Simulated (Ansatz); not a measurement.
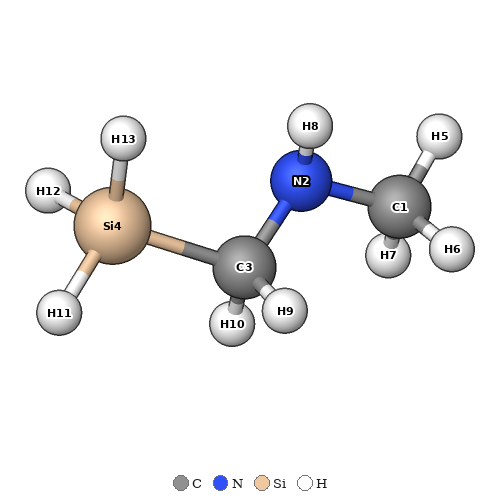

The system is C₂H₉NSi, SMILES CNC[SiH3]; the picture shows the reference structure. Coordinates scanned: (1) dihedral C1–N2–C3–Si4; (2) dihedral N2–C3–Si4–H11. Nothing is relaxed (all other coordinates rigid). The grid has 12 × 11 points. Points are written as (first, second). Energies: kcal/mol, counted from the lowest grid point. Energies and slopes of some neighbouring points disagree (a jump in structure or state, or too coarse a mesh). These are results of Ansatz, RKS PBE0-D4/def2-SVP, not measurements.

Its coordinates:

```json
{"atom": "C", "x (Å)": "-0.8777", "y (Å)": "1.8242", "z (Å)": "0.1325"}
{"atom": "N", "x (Å)": "-0.6744", "y (Å)": "0.4071", "z (Å)": "0.3019"}
{"atom": "C", "x (Å)": "0.5442", "y (Å)": "-0.0995", "z (Å)": "-0.2862"}
{"atom": "Si", "x (Å)": "0.6239", "y (Å)": "-1.9836", "z (Å)": "-0.1363"}
{"atom": "H", "x (Å)": "-1.7986", "y (Å)": "2.1381", "z (Å)": "0.6474"}
{"atom": "H", "x (Å)": "-0.0417", "y (Å)": "2.4559", "z (Å)": "0.5069"}
{"atom": "H", "x (Å)": "-1.0063", "y (Å)": "2.0590", "z (Å)": "-0.9372"}
{"atom": "H", "x (Å)": "-0.7199", "y (Å)": "0.1606", "z (Å)": "1.2874"}
{"atom": "H", "x (Å)": "1.4780", "y (Å)": "0.3611", "z (Å)": "0.1142"}
{"atom": "H", "x (Å)": "0.5460", "y (Å)": "0.1323", "z (Å)": "-1.3675"}
{"atom": "H", "x (Å)": "1.9581", "y (Å)": "-2.4842", "z (Å)": "-0.5928"}
{"atom": "H", "x (Å)": "-0.4465", "y (Å)": "-2.6301", "z (Å)": "-0.9519"}
{"atom": "H", "x (Å)": "0.4352", "y (Å)": "-2.3759", "z (Å)": "1.2968"}
```

Range: dihedral C1–N2–C3–Si4 from −180 to 150°; dihedral N2–C3–Si4–H11 from −263 to −83°.

Question: What landscape does the calculation give?

Answer: The lowest grid point is at (−180°, −173°). Other grid points that lie below all their neighbours: (−90°, −191°) (2.5 kcal/mol higher); (90°, −173°) (3.6 kcal/mol higher). The highest grid point, (0°, −119°), lies 23.3 kcal/mol above the lowest. At the highest point the unbonded atoms C1···Si4 come to 2.75 Å, against 4.10 Å at the lowest; the sum of their van der Waals radii is about 4.0 Å.

```
dihedral N2–C3–Si4–H11 ↓, dihedral C1–N2–C3–Si4 →  −180  −150  −120  −90  −60   −30     0    30   60   90  120  150
                                              −83   1.2   2.6   4.1  2.8  5.5  12.3  16.1   8.5  3.8  4.2  4.9  3.0
                                             −101   2.2   4.0   5.7  4.0  6.2  17.1  21.6  13.8  4.7  5.4  6.1  3.8
                                             −119   2.4   4.4   6.7  5.0  5.5  17.7  23.3  19.6  6.0  6.1  7.0  4.3
                                             −137   1.6   3.6   6.1  5.0  4.2  13.1  20.3  19.9  6.9  5.6  6.9  4.0
                                             −155   0.5   2.1   4.6  4.0  3.3   8.2  14.9  14.5  6.6  4.5  5.9  3.2
                                             −173   0.0   1.2   3.3  2.9  3.3   6.5  11.4   9.0  5.2  3.6  4.9  2.6
                                             −191   0.5   1.7   3.3  2.5  4.4   8.7  12.4   7.2  4.1  3.7  4.6  2.7
                                             −209   1.6   3.1   4.7  3.2  5.7  13.4  17.3   9.8  4.1  4.8  5.4  3.4
                                             −227   2.4   4.3   6.2  4.5  5.9  17.0  21.6  15.4  5.2  5.9  6.7  4.2
                                             −245   2.3   4.3   6.7  5.2  5.0  15.7  21.6  19.4  6.4  6.2  7.3  4.4
                                             −263   1.3   3.1   5.7  4.8  3.8  10.8  17.6  17.5  6.9  5.4  6.8  3.9
```

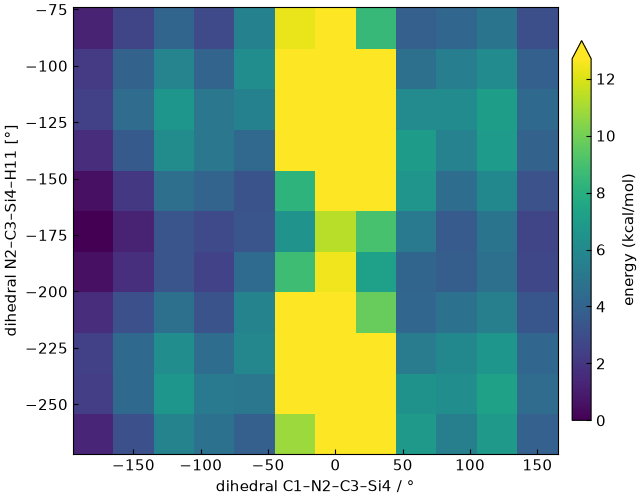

Drawn: one coloured cell a grid point, one colour for all values above the top of the scale.

Each point was launched as `ansatz run input.yaml --threads 1 --pin off --max-ram 2560MiB --backend cpu --events-out ev --progress --plain --runs-dir out`. The whole map (132 points run) took 12 min on 1 thread of Arm Neoverse V1 (shared host).
